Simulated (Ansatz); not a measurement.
The end point of a relaxation of ZnS. Space group F-43m (No. 216), zinc blende type. Calculation: r2SCAN (plane waves to 500 eV, PAW, scalar-relativistic; Ansatz, a quantum-chemistry and plane-wave program).

Space group F-43m (No. 216); a = 5.3904 Å, b = 5.3904 Å, c = 5.3904 Å, α = 90.00°, β = 90.00°, γ = 90.00°

```csv
atom,site,symmetry,x,y,z
S,4c,-43m,0.2500,0.2500,0.2500
Zn,4a,-43m,0.0000,0.0000,0.0000
```
(The calculation used a cell of 2 atoms; values per cell refer to that cell.)

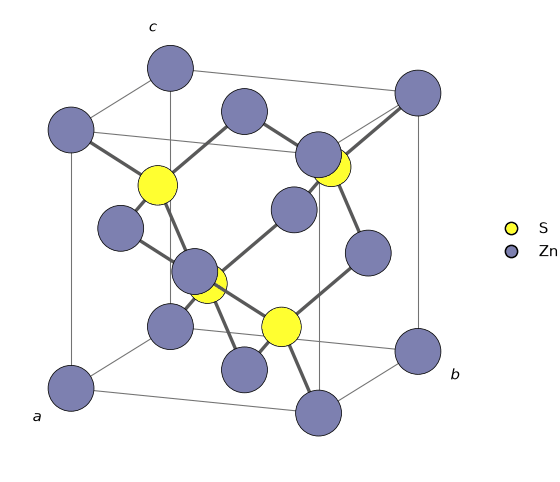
The conventional cell of the relaxed structure

```json
{
 "volume_per_atom": "19.58 Å³",
 "band_gap": "2.70 eV, direct at Γ (no spin-orbit coupling)",
 "shortest_distances": "S–Zn 2.33 Å",
 "k-mesh": "11×11×11"
}
```

Band energies at high-symmetry points (eV from the VBM; labels of this space group; no spin-orbit coupling), from −5 eV up to 4.2 eV:

```json
[
 {"point": "Γ", "energies": "0.00 0.00 0.00 2.70"},
 {"point": "X", "energies": "-4.65 -2.31 -2.31 3.71"},
 {"point": "U", "energies": "-4.72 -3.22 -1.88"},
 {"point": "K", "energies": "-4.72 -3.22 -1.88"},
 {"point": "L", "energies": "-0.90 -0.90 3.82"},
 {"point": "W", "energies": "-4.68 -2.85 -2.82"}
]
```

No spin polarisation in the result.

Measured for ZnS: a 5.41 Å (room temperature; as listed in Martin Albrecht, Beate Paulus, Hermann Stoll, Phys. Rev. B (1997)); gap 3.94 eV (static lattice; corrected from measurement; as listed in Wei Chen et al., Physical Review Materials (2018)). Computed minus measured — a: r2SCAN -0.4 %; gap: r2SCAN -1.24 eV. The computed values are for a static lattice, and a measured gap can be an optical one, lowered by exciton binding.

The run could not lose the symmetry of its start; a randomly shaken copy of 2 atoms returns to this structure.

All atoms sit on sites fixed by symmetry, so only the cell could relax.
